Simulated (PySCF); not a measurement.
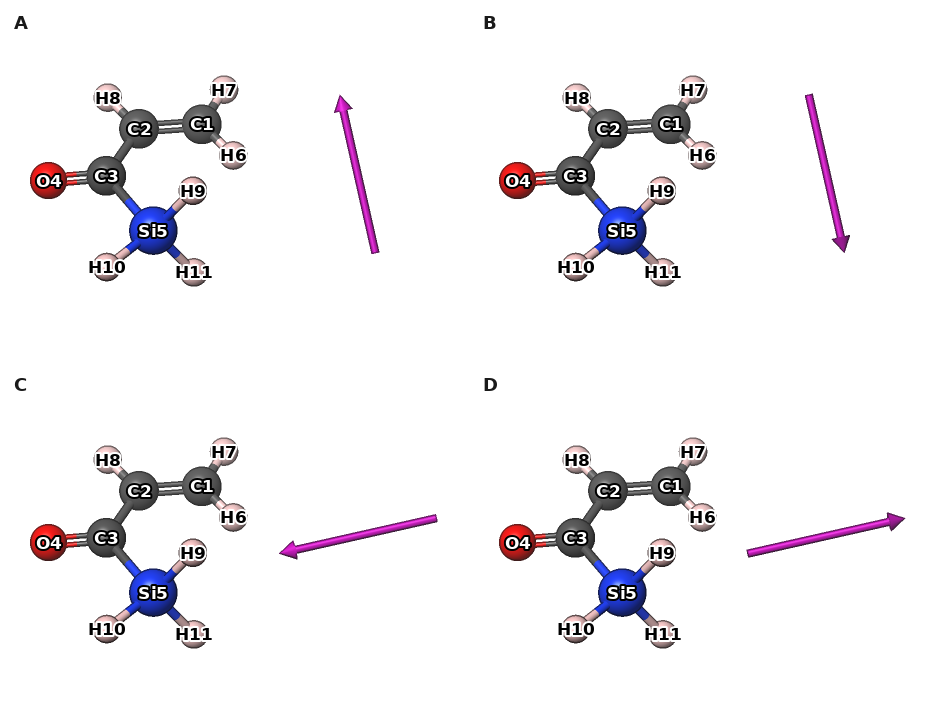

The same molecule four times, each with an arrow. Computed geometry: GFN2-xTB optimisation. No frequency run is at hand to confirm it as a minimum. Level of theory: PBE0/def2-SVPD, gas phase (PySCF 2.14.0).

Question: Which arrow points along the dipole moment, from the negative to the positive end?

Answer: D. The dipole moment is 3.08 D; it points from the side of O4 to the side of H7 (the outermost atoms at the two ends).

The geometry is semi-empirical. Around Si such bond lengths and angles can be off by a tenth of an ångström or more and by several degrees, and values that hang on the shape move with them.
